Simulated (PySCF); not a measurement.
**C₃H₁₀OSi (Si(OH)Me3): density, localisation and related maps**

Input

```
{"job": {"kind": "nmr", "xc": "PBE0", "basis": "pcSseg-1"}, "charge": 0, "multiplicity": 1}
Si    -0.024533     0.034232     0.302984
O     -0.037384     0.083307     1.982855
H      0.402003    -0.646787     2.427105
C      1.743242     0.018190    -0.331934
H      1.767979     0.080606    -1.431941
H      2.271826    -0.904310    -0.042068
H      2.310891     0.873117     0.067780
C     -0.908932     1.588371    -0.235537
H     -1.001496     1.629643    -1.332174
H     -0.363312     2.485715     0.094763
H     -1.921593     1.631007     0.194432
C     -0.924889    -1.494993    -0.313075
H     -1.956951    -1.526885     0.070110
H     -0.417427    -2.420227     0.004835
H     -0.972204    -1.507087    -1.414135
```

Command:

```sh
OMP_NUM_THREADS=1 python probes_run.py task.json out
```

Geometry: PBE0-D3(BJ)/def2-SVP.

Theory: PBE0/pcSseg-1, SCF density, gas phase, non-relativistic in PySCF.

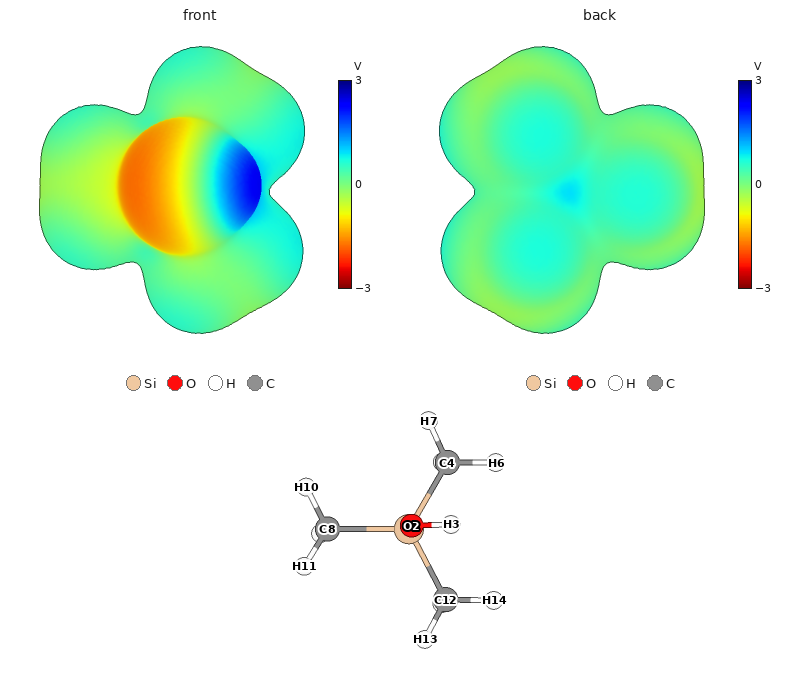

Figure 1. The electrostatic potential painted on the density surface at 0.002 e/bohr³, seen from the front and from behind; red is negative and blue positive. The bare structure is drawn below in the same view.

Question: Where is the surface potential most negative and most positive?

Answer: The most negative region (about −1.7 V, or −39 kcal/mol for a unit charge) lies over O2, the most positive (about +2.2 V, or +51 kcal/mol for a unit charge) over H3. O2 is the likeliest acceptor of a hydrogen bond.

Question: What dipole moment does the calculation give?

Answer: Its dipole moment is 1.45 D.

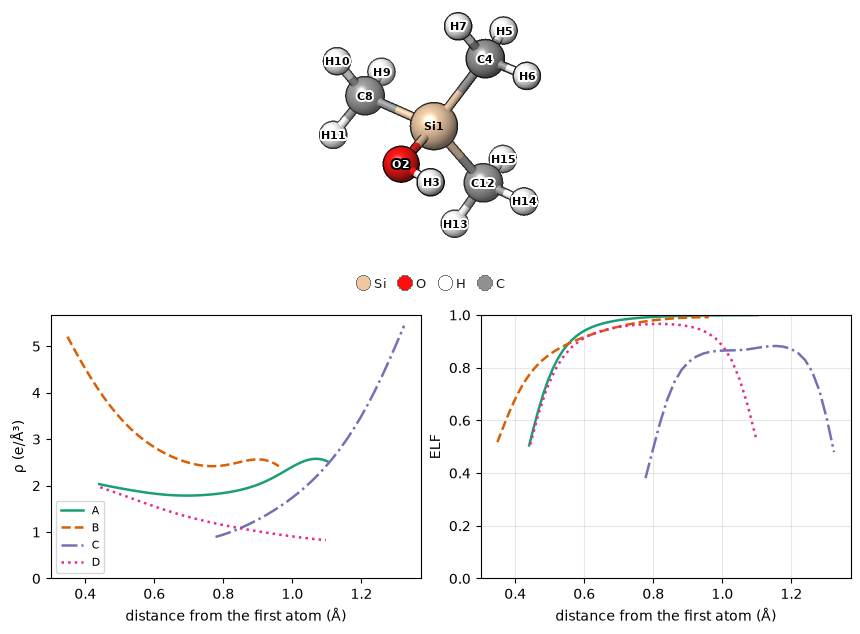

Figure 2. Total electron density and electron localisation function along straight lines between neighbouring atoms. The curves leave out the atomic cores. The structure is drawn too.

Question: Which curve belongs to which contact (C–H, C–Si, O–H and Si–O)? The first atom named is at distance zero.

Answer: Curve A: C–H (1.10 Å): the density is about 1.9 e/Å³ at the midpoint; the ELF climbs to about 1 towards the hydrogen, as it does in any bond to H; an ordinary covalent bond to hydrogen. Curve B: O–H (0.96 Å): the density is about 3.6 e/Å³ at the midpoint; the ELF climbs to about 1 towards the hydrogen; an ordinary covalent bond to hydrogen. Curve C: Si–O (1.68 Å): the density is about 1.1 e/Å³ at the midpoint; the ELF peaks at about 0.90 between the atoms, as expected for a shared but strongly polarised pair. Curve D: C–Si (1.87 Å): ρ is about 0.98 e/Å³ halfway; the ELF peaks at about 0.95 between the atoms (localised, covalent bonding).
